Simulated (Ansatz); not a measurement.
Results of r²SCAN+rVV10 (PAW; Ansatz, a quantum-chemistry and plane-wave program) for cubic perovskite KZnF3.

Numerical settings: plane-wave cutoff 560 eV, 8×8×8 k mesh, Fermi–Dirac smearing 0.01 eV, scalar-relativistic PAW data made under PBE.

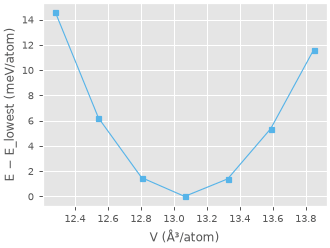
Total energy against volume

**Question.** From the curve, estimate the equilibrium volume and the bulk modulus.

**Answer.** V0 ≈ 13.1 Å³/atom and B0 ≈ 88 GPa; the fit gives V0 = 13.065 Å³/atom, B0 = 88.3 GPa, B′ = 4.7.

Measured, for comparison: bulk modulus 80 GPa (temperature not stated, not corrected to a static lattice, (C11+2C12)/3; as tabulated in Vaitheeswaran et al. (2016), arXiv:1609.00541); equilibrium volume per atom 13.34 Å³/atom (room temperature, not corrected to a static lattice; as tabulated in Dubrovin et al. (2021), arXiv:2110.13026). Computed (rounded) less measured: bulk modulus +10 %, equilibrium volume per atom -2.1 %.
